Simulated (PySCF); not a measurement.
The calculation's input:

```
{"job": {"kind": "nmr", "xc": "PBE0", "basis": "pcSseg-1"}, "charge": 0, "multiplicity": 1}
C     -0.357836     0.413490    -1.441957
N     -0.641653    -0.046510    -0.078056
C     -1.729859    -1.031338    -0.089425
C     -0.986046     1.084252     0.790328
Al     1.042922    -1.012178     0.683546
C      2.448956     0.419824     0.689593
F      3.616589    -0.200786     1.155011
H      0.472018     1.132752    -1.425681
H     -1.244400     0.899317    -1.886440
H     -0.063410    -0.443947    -2.061976
H     -2.656550    -0.587781    -0.494784
H     -1.911807    -1.385082     0.934349
H     -1.436405    -1.890686    -0.707637
H     -1.908813     1.581546     0.442757
H     -1.132859     0.724145     1.817782
H     -0.166107     1.814981     0.791137
H      1.208923    -2.149281    -0.439924
H      0.465527    -1.432258     2.123536
H      2.681617     0.859295    -0.300987
H      2.240623     1.278748     1.358200
```

Launched as:

```sh
OMP_NUM_THREADS=1 python probes_run.py task.json out
```

Geometry: PBE0-D3(BJ)/def2-SVP.

Level of theory: PySCF 2.14.0, PBE0/pcSseg-1, SCF density, gas phase, non-relativistic.

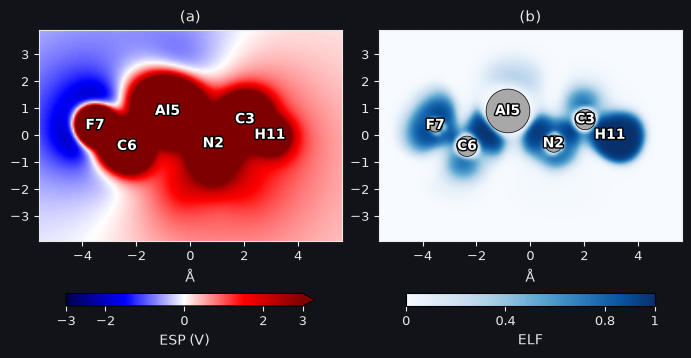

C$_{4}$H$_{13}$AlFN (SMILES C[N+](C)(C)[AlH2-][CH2]F). (a) electrostatic potential; (b) ELF on the plane of atoms C3, N2 and Al5. Grey discs cover the atomic cores in the ELF map.

What does the map show?

Answer. The section cuts through N, C, Al, F and H sites. C–F (1.40 Å): the ELF peaks at about 0.85 between the atoms (a polar covalent bond). C–N (1.47 Å): the ELF peaks at about 0.95 between the atoms, as expected for localised, covalent bonding. C–Al (2.01 Å): the ELF peaks at about 1 between the atoms, as expected for a shared but strongly polarised pair. Al–N (2.09 Å): the ELF peaks at about 0.95 in the valence shell of N, 0.7 Å from its nucleus, and is about 0.75 at the midpoint. C–H (1.10 Å): the ELF climbs to about 1 towards the hydrogen, as it does in any bond to H (a covalent bond by its length). The ELF also peaks beside F7, away from the bonds: lone-pair regions. Outside the dense part of the molecule the potential is most negative (−1.9 V) near F7.
